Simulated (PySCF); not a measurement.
```csv
atom,x (Å),y (Å),z (Å)
Ga,0.0000,0.0000,-0.2806
C,0.0000,0.0000,1.6114
```

⟨S²⟩ = 2.08, above the pure value of 2.00.

Computed with PBE0/def2-SVPD, non-relativistic Hamiltonian with scalar-relativistic core potentials where named, at a bond length of 1.892 Å in PySCF 2.14.0.

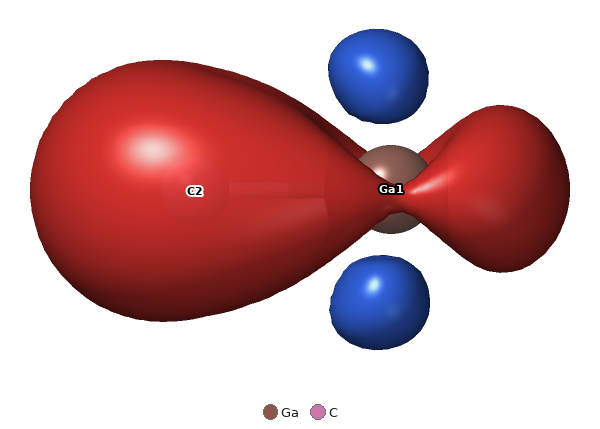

GaC (charge −1, triplet). Isosurfaces of the spin density (α minus β) at +0.02 (red) and −0.02 e/Å³ (blue), seen from one side.

> Where is the unpaired spin?

The unpaired spin (2 electrons) lies mostly on C2 (about 1.6) and Ga1 (about 0.4), in electrons by Hirshfeld's partition.
